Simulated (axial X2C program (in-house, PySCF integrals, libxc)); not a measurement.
Run report: CoC⁺, relativistic diatomic calculation

- system: CoC⁺, single determinant with Ω = 2. The distance is the PBE0 minimum at charge 1.
- method: expectation values, HF and Kohn-Sham, two-component X2C with atomic mean-field Coulomb and Gaunt terms, Co dyall-cv3z, C dyall-v3z (cores contracted) (axial X2C program (in-house, PySCF integrals, libxc))

**Key numbers**

- outcome: converged; the determinant mixes spin states
- hardware: 1 thread of Arm Neoverse N1, 98 GiB of memory available, shared host
- wall time: 3.8 s
- peak memory: 0.28 GiB

**Input**
```
{"zs": [27, 6], "q": 1, "bas": ["dyall-cv3z", "dyall-v3z"], "r0": 1.7, "levels": ["PBE0", "HF", "BP86", "LDA", "PBE"], "nst": 3}
```

The line is the task of a batch: nuclear charges, charge, bases, the levels to run, a first guess of the distance and further settings. This report covers the levels named above. The log is that of the reference distance.

The run was one of a batch that the task file lists, launched with:
```bash
python <driver script> task.json out
```

**The program's output**
```
two-component X2C + atomic mean field  PBE0
basis functions 150  fitting functions 854  grid points 5073
iter        total energy     max residual
   1      -1428.404593174     2.05e+00
   2      -1430.265333223     8.87e-02
   3      -1429.502209167     4.05e-01
   4      -1430.286312876     4.69e-02
   5      -1430.302987186     2.04e-02
   6      -1430.306639781     1.97e-03
   7      -1430.306669836     3.06e-04
   8      -1430.306671721     6.78e-05
   9      -1430.306672002     1.04e-04
  10      -1430.306672170     2.29e-05
  11      -1430.306672196     1.25e-05
  12      -1430.306672201     3.89e-06
  13      -1430.306672201     4.08e-07
converged
one-electron -2072.37933373  Coulomb 655.32811740  exact exchange -15.83025162  xc functional -48.92076371  nuclear repulsion 51.89268049  atomic mean-field constant -0.39712104
```

**Expectation values by level of theory**

```
                                             quantity    PBE0       HF    BP86     LDA     PBE
effective field for an electron dipole moment (GV/cm)  −0.655   −0.379  −0.678  −0.668  −0.670
           field gradient at the first nucleus (a.u.)  −0.861    −1.27  −0.655  −0.650  −0.663
          field gradient at the second nucleus (a.u.)  −0.477  −0.0821  −0.738  −0.736  −0.715
                           A∥/gI, first nucleus (MHz)   −91.0      155    −268    −267    −254
                          A∥/gI, second nucleus (MHz)   −44.8    −99.7   −34.7   −38.3   −33.9
```

Each column comes from one determinant with 2 or more unpaired spinors, which can mix states, in a basis with contracted cores. Its net spin projection is 0.00, less than that of parallel spins, so it mixes states of different spin, and the effective field and the spin part of A∥ belong to no true state. The levels disagree widely: A∥/gI at the first nucleus runs from −268 to 155 MHz, A∥/gI at the second nucleus runs from −99.7 to −33.9 MHz and the field gradient at the second nucleus runs from −0.738 to −0.0821 a.u. They may not all have settled in the same state, and these values aren't reliable properties of the molecule.

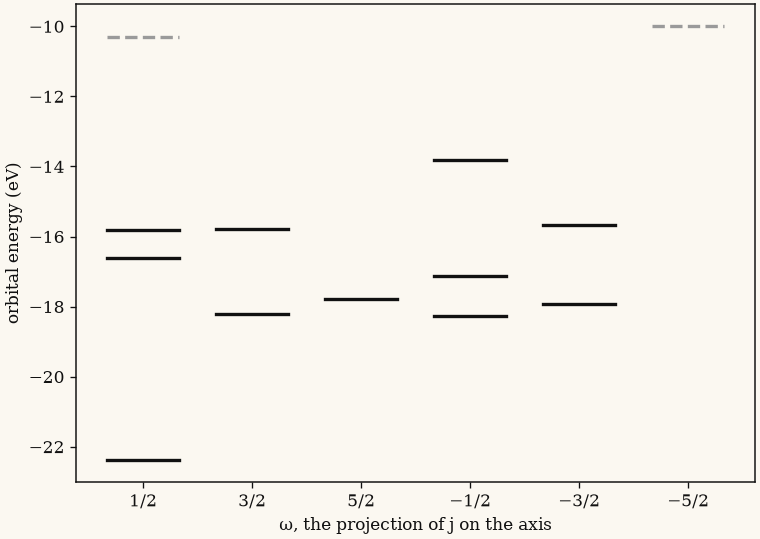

Fig. 1: Orbital energies (PBE0) near the frontier at 1.65 Å, filled (solid) and empty (dashed). The highest filled spinor (−1/2; 41 % C p, 31 % Co d) lies at −13.82 eV, the lowest empty one (1/2; 44 % C p, 39 % Co s) at −10.30 eV.
